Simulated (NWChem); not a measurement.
# CH3ClSi (SMILES C[Si]Cl) at B3LYP/pcseg-1

What is the vertical ionisation energy of CH3ClSi at B3LYP/pcseg-1? 

The results are computed with NWChem 7.3.0.

### 1 The molecule

CH3ClSi: 6 atoms, total charge 0, spin state singlet. SMILES: `C[Si]Cl`. The shape is that of a PBE0-D4/def2-TZVP optimisation.

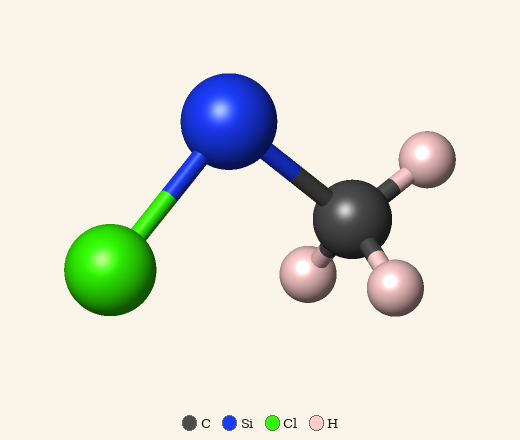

The structure, seen from a chosen angle (carbon dark grey, silicon blue, chlorine green, hydrogen pink).

### 2 A single-point energy at B3LYP/pcseg-1

The input, struct.nw:

```
start struct
memory 2200 mb
charge 0

geometry units bohr noautosym nocenter noautoz
   C  -0.79538573  0.71091497 -0.33467050
   Si  0.43123550 -1.21339314  2.40581033
   Cl  3.51054422 -2.89865090  0.58298051
   H   0.66858510  2.01407010 -1.00420046
   H  -2.47308458  1.79505085  0.18916159
   H  -1.26252602 -0.52912331 -1.92638681
end

basis spherical bse
   C library pcseg-1
   Si library pcseg-1
   Cl library pcseg-1
   H library pcseg-1
end

dft
   xc b3lyp
   grid fine
   convergence energy 1e-08
   iterations 100
   mulliken
   print low
end

task dft
```

Started as:

```
$ nwchem struct.nw > struct.out
```

Output:

```text
[...]
 d= 0,ls=0.0,diis     1   -789.5768612726 -9.18D+02  1.56D-02  2.89D-01     1.0
[...]
 d= 0,ls=0.0,diis     8   -789.6142023944 -5.30D-09  4.44D-06  5.81D-08     6.3
         Total DFT energy =     -789.614202394356
      One electron energy =    -1344.746948308485
           Coulomb energy =      482.709636788699
    Exchange-Corr. energy =      -55.730124239686
 Nuclear repulsion energy =      128.153233365116
[...]
      Total Density - Mulliken Population Analysis
     ---------------------------------------------
    Atom       Charge   Shell Charges
 -----------   ------   -------------------------------------------------------
    1 C    6     6.50   1.99  0.73  0.47  2.17  1.11  0.02
    2 Si  14    13.56   2.00  1.99  1.24  0.64  5.98  1.47  0.10  0.13
    3 Cl  17    17.30   2.00  1.99  1.26  0.70  5.99  3.84  1.50  0.02
    4 H    1     0.88   0.75  0.11  0.02
    5 H    1     0.88   0.76  0.11  0.02
    6 H    1     0.88   0.75  0.11  0.02
[...]
```

Run time: 6.9 s. Hardware: 1 thread of Intel Xeon Platinum 8559C (Emerald Rapids), shared host; peak memory 0.11 GiB.

### 3 The doublet cation

The input, struct.nw:

```
echo
START struct
TITLE "CH3ClSi"
memory stack 880 mb heap 220 mb global 1100 mb
charge 1

GEOMETRY units angstrom noautosym nocenter noautoz
C    -0.420900    0.376200   -0.177100
Si    0.228200   -0.642100    1.273100
Cl    1.857700   -1.533900    0.308500
H     0.353800    1.065800   -0.531400
H    -1.308700    0.949900    0.100100
H    -0.668100   -0.280000   -1.019400
END

BASIS spherical bse
* library pcseg-1
END

DFT
xc b3lyp
mult 2
grid fine
convergence energy 1e-08
maxiter 100
mulliken
print low
END

TASK dft energy
```

Started as:

```
$ nwchem struct.nw > struct.out
```

Output:

```text
[...]
 d= 0,ls=0.0,diis     1   -789.1323552627 -9.17D+02  2.16D-02  2.90D-01     1.3
[...]
 d= 0,ls=0.0,diis    12   -789.2842722910 -5.61D-09  8.91D-07  1.49D-09    13.4
[...]
         Total DFT energy =     -789.284272291027
      One electron energy =    -1334.702394468588
           Coulomb energy =      472.684778372494
    Exchange-Corr. energy =      -55.419898794083
 Nuclear repulsion energy =      128.153242599150
[...]
      Total Density - Mulliken Population Analysis
     ---------------------------------------------
    Atom       Charge   Shell Charges
 -----------   ------   -------------------------------------------------------
    1 C    6     6.45   1.99  0.75  0.48  2.15  1.06  0.02
    2 Si  14    13.11   2.00  1.99  1.28  0.29  5.98  1.43  0.02  0.13
    3 Cl  17    17.04   2.00  1.99  1.29  0.68  5.99  3.78  1.28  0.02
    4 H    1     0.79   0.72  0.05  0.02
    5 H    1     0.81   0.73  0.05  0.02
    6 H    1     0.79   0.72  0.05  0.02
[...]
      <S2> =      0.7542 (Exact =     0.7500)
[...]
```

Run time: 14 s. Hardware: 1 thread of Intel Xeon Platinum 8559C (Emerald Rapids), shared host; peak memory 0.11 GiB.

### 4 Outcome

At B3LYP/pcseg-1:

```
                                          quantity          value
                     singlet CH3ClSi: total energy  -789.61420 Eh
                      doublet cation: total energy  -789.28427 Eh
                              doublet cation: ⟨S²⟩          0.754
vertical ionisation energy (to the doublet cation)       8.978 eV
```

In words: The vertical ionisation energy comes to 8.98 eV (207 kcal/mol). Mulliken charges (doublet cation) run from -0.45 on C1 to +0.89 on Si2; they depend strongly on the basis.
